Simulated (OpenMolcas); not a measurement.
# SnH2F2 (SMILES [F][SnH2][F]) at 5 levels

Wanted: a comparison of 5 runs (HF/STO-3G, B2PLYP/def2-SVP, PBE/def2-SVP, revPBE/def2-SVP, CCSD(T)/def2-SVP) of SnH2F2. 

Program for the calculation: OpenMolcas 26.06.

### Step 1. The molecule

SnH2F2 has 5 atoms, charge 0, and is taken as a singlet. As SMILES, `[F][SnH2][F]`. The shape is that of a PBE0-D4/def2-TZVP optimisation.

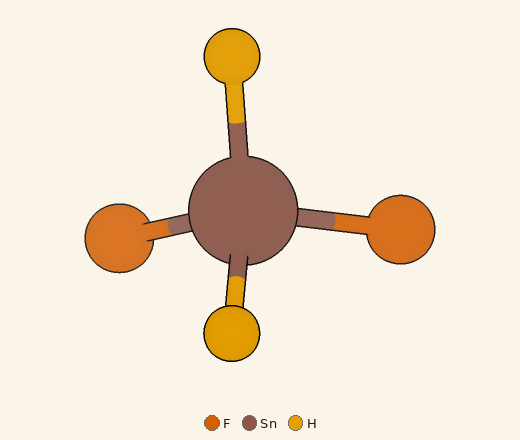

Viewed from a chosen angle; fluorine orange, tin brown, hydrogen amber.

### Step 2. Energy and forces at HF/STO-3G (run 1)

mol.xyz

```xyz
5

F     -0.343500    -0.356300     1.741400
Sn     0.128900    -0.073200    -0.086200
F     -1.231200     1.110700    -0.712400
H     -0.087400    -1.547100    -0.889100
H      1.583200     0.792100    -0.095000
```

mol.inp

```
>>> EXPORT MOLCAS_PRINT=2

&GATEWAY
  BasLib = $CurrDir
  Coord = mol.xyz
  Basis = STO-3G
  Group = NoSym

&SEWARD

&SCF
  Thresholds = 1e-10 1e-07 1e-07 1e-05
  PrOrbitals = 1

&ALASKA
```

The basis set STO-3G is read from a file made from the Basis Set Exchange's data (not shown).

The run is started by

```sh
export MOLCAS_MEM=1860
pymolcas mol.inp > mol.log
```

The log of the run:

```text
--- Start Module: gateway ---
[...]
--- Stop Module: gateway /rc=_RC_ALL_IS_WELL_ ---
[...]
      Basis functions           39
[...]
--- Start Module: scf ---
[...]
       Convergence after  10 Iterations
[...]
::    Total SCF energy                              -6160.5349383522
[...]
      Total spin, S                                     0.0000000000
[...]
      Total electronic charge=   70.000000
      Total            charge=   -0.000000
[...]
      Dipole Moment (debye):
      Origin of the operator (angstrom)=   -0.0810    0.0300    0.0514
                   X=  1.6892E+00               Y= -8.3027E-01               Z= -1.1074E+00           Total=  2.1838E+00
      Quadrupole Moment (debye*angstrom):
[...]
--- Stop Module: scf /rc=_RC_ALL_IS_WELL_ ---
--- Start Module: alaska ---
[...]
 *              Molecular gradients               *
 **************************************************
  Irreducible representation: a
 ------------------------------------------------------------------------------------------
                              X                       Y                       Z
 ------------------------------------------------------------------------------------------
  F1               -2.67587261191338E-03   -1.54963626199578E-03    1.01884024508365E-02
  SN2               3.48855197341891E-03   -1.71812586750875E-03   -2.26592156612782E-03
  F3               -7.62613776451104E-03    6.61807896021926E-03   -3.45515901869398E-03
  H4               -1.02159179944996E-02   -2.07490018461804E-02   -8.70826733280694E-03
  H5                1.70293763975220E-02    1.73986850154932E-02    4.24094546687532E-03
 ------------------------------------------------------------------------------------------
--- Stop Module: alaska /rc=_RC_ALL_IS_WELL_ ---
[...]
```

Run time: 2.3 s. Hardware: 1 thread of Arm Neoverse V2, shared host; peak memory 0.37 GiB.

### Step 3. The energy at B2PLYP/def2-SVP (core potential) (run 2)

input.xyz

```xyz
5

F     -0.343500    -0.356300     1.741400
Sn     0.128900    -0.073200    -0.086200
F     -1.231200     1.110700    -0.712400
H     -0.087400    -1.547100    -0.889100
H      1.583200     0.792100    -0.095000
```

mol.inp

```
&GATEWAY
  BasLib
  $CurrDir
  Coord
  input.xyz
  Basis
  def2-SVP
  Group
  NoSym

&SEWARD
  GridInput
  Grid=UltraFine
  End of Grid

&SCF
  KSDFT
  B2PLYP_SCF
  Thresholds
  1e-10 1e-07 1e-07 1e-05
  PrOrbitals
  1 1

&MBPT2
  Frozen
  6
```

The basis set def2-SVP is read from a file made from the Basis Set Exchange's data (not shown).

The run is started by

```sh
export MOLCAS_MEM=1860
pymolcas mol.inp > mol.log
```

The log of the run:

```text
--- Start Module: gateway ---
[...]
--- Stop Module: gateway /rc=_RC_ALL_IS_WELL_ ---
[...]
      Basis functions           64
[...]
--- Start Module: scf ---
[...]
       Convergence after  13 Iterations
[...]
::    Total KS-DFT energy                            -414.4695020402
[...]
      Total spin, S                                     0.0000000000
[...]
      Total electronic charge=   42.000000
      Total            charge=   -0.000000
[...]
      Dipole Moment (debye):
      Origin of the operator (angstrom)=   -0.0810    0.0300    0.0514
                   X=  2.8057E+00               Y= -1.3791E+00               Z= -1.8392E+00           Total=  3.6272E+00
      Quadrupole Moment (debye*angstrom):
[...]
--- Stop Module: scf /rc=_RC_ALL_IS_WELL_ ---
[...]
--- Start Module: mbpt2 ---
[...]
 ###    WARNING: MP2 implementation intended for RHF references only         ###
 ###############################################################################
MBPT2 WARNING: Reference function according to RunFile:KS-DFT
I'll assume you know what you're doing and continue
WARNING!
Default frozen orbitals as non valence orbitals is overwritten by user input.
Default values:   2
[...]
       Reference weight ( Cref**2 )         =        0.83534
::    Total MBPT2 energy                             -415.0657676547
[...]
      Total MBPT2 calculations                           0.12      0.14
--- Stop Module: mbpt2 /rc=_RC_ALL_IS_WELL_ ---
[...]
```

Run time: 9.6 s. Hardware: 1 thread of Arm Neoverse V2, shared host; peak memory 0.4 GiB.

Runs 3 to 4 aren't shown in full; the table further down has their settings and results.

### Step 4. The energy at CCSD(T)/def2-SVP (core potential) (run 5)

run.input

```
* F2H2Sn CCSD(T)
>>> EXPORT MOLCAS_PRINT=2

&gateway
  baslib
  $CurrDir
  coord
  5
  angstrom
  F       -0.343500      -0.356300       1.741400
  Sn       0.128900      -0.073200      -0.086200
  F       -1.231200       1.110700      -0.712400
  H       -0.087400      -1.547100      -0.889100
  H        1.583200       0.792100      -0.095000
  basis
  def2-SVP
  group
  NoSym

&seward

&scf
  thresholds
  1e-10 1e-07 1e-07 1e-05
  prorbitals
  0

&rasscf
  fileorb
  $Project.ScfOrb
  spin
  1
  nactel
  0 0 0
  inactive
  21
  ras2
  0
  outorbitals
  Canonical
  orblisting
  Nothing

&motra
  jobiph
  frozen
  6

&ccsdt
  cct
  triples
  2
  iterations
  80
  accuracy
  1e-08
  extrapolation
  5 4
```

The basis set def2-SVP is read from a file made from the Basis Set Exchange's data (not shown).

The run is started by

```sh
export MOLCAS_MEM=1860
pymolcas run.input > run.log
```

The log of the run:

```text
--- Start Module: gateway ---
[...]
--- Stop Module: gateway /rc=_RC_ALL_IS_WELL_ ---
[...]
      Basis functions           64
[...]
       Convergence after  12 Iterations
[...]
::    Total SCF energy                               -413.2564448555
[...]
      Total spin, S                                     0.0000000000
[...]
      Number of active orbitals                  0
[...]
      Spin quantum number                      0.0
[...]
      Active orbitals                            0
[...]
      Number of CSFs                             1
[...]
      Number of root(s) required                 1
[...]
      Convergence after  4 iterations
[...]
      Natural orbitals and occupation numbers for root  1
      ************************************************************************************************************************
      *                                                    Final results                                                     *
      ************************************************************************************************************************
[...]
::    RASSCF root number  1 Total energy:   -413.25644486
[...]
      Total electronic charge=   42.000000
      Total            charge=   -0.000000
[...]
      Dipole Moment (debye):
      Origin of the operator (angstrom)=   -0.0810    0.0300    0.0514
                   X=  3.0441E+00               Y= -1.4963E+00               Z= -1.9956E+00           Total=  3.9355E+00
      Quadrupole Moment (debye*angstrom):
[...]
--- Start Module: motra ---
[...]
--- Stop Module: motra /rc=_RC_ALL_IS_WELL_ ---
--- Start Module: ccsdt ---
[...]
      Convergence after                    17  Iterations
      Total energy (diff) :    -413.76287436      -0.00000000
[...]
 METHOD                       : CCSD+T(CCSD)+<T3(1)WT1> = CCSD(T)
[...]
       CCSD     =      -413.7628743638085
[...]
```

Run time: 30 s. Hardware: 1 thread of Arm Neoverse V2, shared host; peak memory 0.4 GiB.

### Step 5. All runs side by side

```csv
run,level,task,frozen core orbitals,energy (Eh),dipole moment (D) of the reference,HOMO energy (eV),LUMO energy (eV),wall time
1,HF/STO-3G,gradient,–,-6160.534938,2.18,-9.56,10.43,2.3 s
2,B2PLYP/def2-SVP (core potential),energy,6,-414.630494,3.63,-11.11,0.65,9.6 s
3,PBE/def2-SVP (core potential),gradient,–,-414.854485,3.08,-7.99,-1.62,14 s
4,revPBE/def2-SVP (core potential),gradient,–,-415.027063,3.06,-7.95,-1.54,15 s
5,CCSD(T)/def2-SVP (core potential),energy,6,-413.771176,3.94,-13.36,2.53,30 s
```

### Step 6. Results

| quantity | value |
| --- | --- |
| run 5: total energy | -413.77118 Eh |
| run 5: dipole moment (mean-field density) | 3.94 D |
| run 5: HOMO energy (Hartree–Fock orbitals) | -13.36 eV |
| run 5: LUMO energy (Hartree–Fock orbitals) | 2.53 eV |
| run 5: HOMO–LUMO gap (Hartree–Fock orbitals) | 15.89 eV |
| run 5: correlation energy (6 core orbitals frozen) | -514.7 mEh |
| run 5: (T) correction | -8.30 mEh |

What this shows: Over runs 1, 2, 3, 4 the dipole moment (its size) runs from 2.18 D (HF/STO-3G) to 3.63 D (B2PLYP/def2-SVP). The two ends differ in method and basis and core potential. A double hybrid's value is that of its SCF part. Over runs 1, 2, 3, 4 the HOMO–LUMO gap runs from 6.37 eV (PBE/def2-SVP) to 19.99 eV (HF/STO-3G). For B2PLYP the log adds the whole second-order term; the table takes 0.27 of it, as the functional is defined. Totals of different functionals can't be ranked against each other. Some runs of one species differ in core potentials or relativity; totals across that change don't compare. In run 1 the basis is minimal, so the values are rough. In run 1 relativity is left out where basis or elements ask for it. All runs together took 71 s, the longest 30 s.
